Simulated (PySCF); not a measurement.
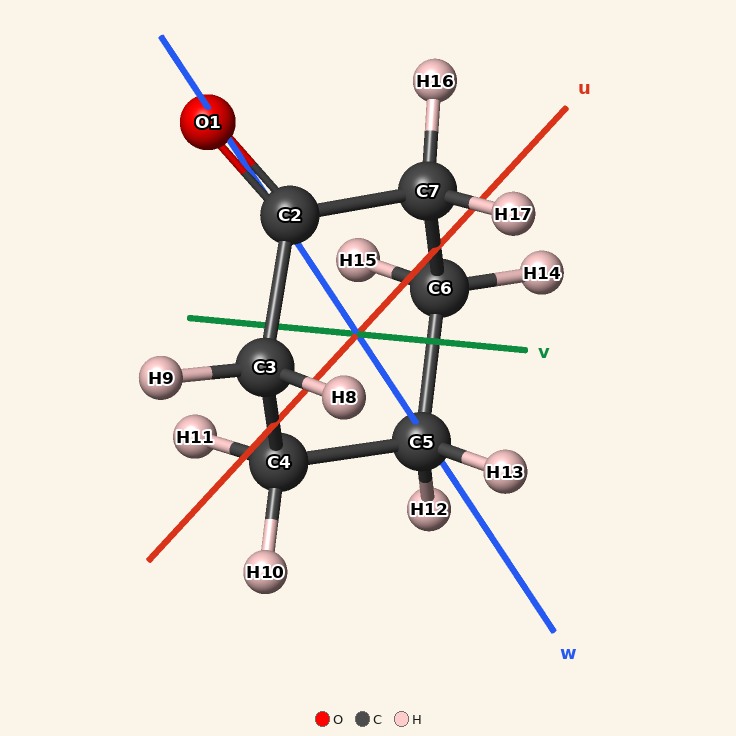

The lines u, v and w are the principal axes of the static dipole polarisability. The geometry was computed by an optimisation with GFN2-xTB. No frequency run is at hand to confirm it as a minimum. Method: ωB97X-D/def2-SVPD (PySCF 2.14.0).

Along which axis is the molecule most polarisable, and along which least?

Answer. Most along w (close to the long direction O1···C5), least along v.

Give the three principal values.

Answer. u 71.7, v 60.1, w 78.1 bohr³; mean 70.0, anisotropy 15.8 bohr³.
